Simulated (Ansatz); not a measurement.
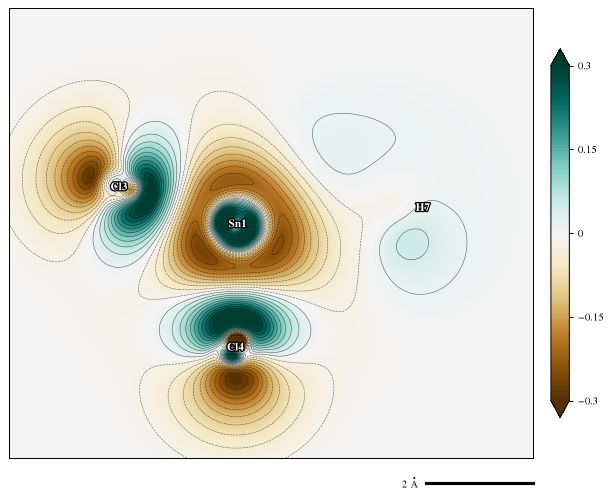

Figure. Cl₃HSn···H₂O. One frontier orbital on the plane of atoms Cl3, Sn1 and Cl4 (values in Å⁻³ᐟ²; the overall sign is arbitrary).

Core potentials replace the inner electrons of Sn; not at a stationary point (largest force 1.2 eV/Å).

All numbers below come from Ansatz 0.2.0, RKS BHLYP/def2-SVP.

```tsv
atom	x (Å)	y (Å)	z (Å)
Sn	0.2178	0.1298	-0.1960
H	-0.0276	0.1033	1.5110
Cl	2.4946	-0.0398	-0.6596
Cl	-0.5217	2.0535	-1.2532
Cl	-0.8029	-1.7249	-1.1747
O	-2.5402	-0.0201	1.3253
H	-2.9032	-0.8451	1.0038
H	-1.8129	-0.2865	1.9199
```

Which orbital is it: HOMO or LUMO?

Answer. The LUMO, at −1.40 eV. It lies mainly on Sn1 (about 40 %), Cl4 (about 15 %), Cl5 (about 15 %), Cl3 (about 15 %) and H2 (about 15 %).
